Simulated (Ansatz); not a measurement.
## What Ca → Mg does to CaSe

Base system: CaSe in the rock salt structure (space group Fm-3m, No. 225; a = 5.8685 Å).

Modification: full substitution Ca → Mg; the structure is relaxed again.

Level of theory: PBEsol (Ansatz, a program for electronic structure, PAW, scalar-relativistic without spin-orbit coupling). k-mesh 10×10×10 (Γ-centred); smearing 0.05 eV (Fermi–Dirac).

```json
[
 {"quantity": "density", "base": "3.91 g/cm³", "changed": "4.24 g/cm³", "shift": "+0.33 g/cm³"},
 {"quantity": "lattice parameter a", "base": "5.868 Å", "changed": "5.450 Å", "shift": "-0.4189 Å"},
 {"quantity": "shortest interatomic distance", "base": "2.934 Å", "changed": "2.725 Å", "shift": "-0.209 Å"},
 {"quantity": "band gap", "base": "1.88 eV", "changed": "1.78 eV", "shift": "-0.10 eV"},
 {"quantity": "gap character", "base": "indirect, Γ → X", "changed": "indirect, Γ → X", "shift": "–"},
 {"quantity": "smallest direct gap", "base": "2.85 eV", "changed": "2.50 eV", "shift": "-0.343 eV"},
 {"quantity": "width of the top valence band", "base": "1.75 eV", "changed": "2.57 eV", "shift": "+0.82 eV"},
 {"quantity": "electron mass", "base": "1.4 mₑ along k, 0.27 mₑ across (at X)", "changed": "0.49 mₑ along k, 0.23 mₑ across (at X)", "shift": "–"},
 {"quantity": "hole mass (degenerate bands, along [100])", "base": "0.17, 0.91, 0.91 mₑ (at Γ)", "changed": "0.16, 0.77, 0.77 mₑ (at Γ)", "shift": "–"}
]
```

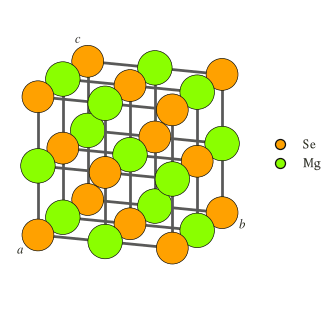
*The relaxed conventional cell after the change*

Masses are band curvatures over ±0.01 Å⁻¹ around the edge. Along k means along the line from Γ to the band edge. Whether these cells are dynamically stable was not tested.
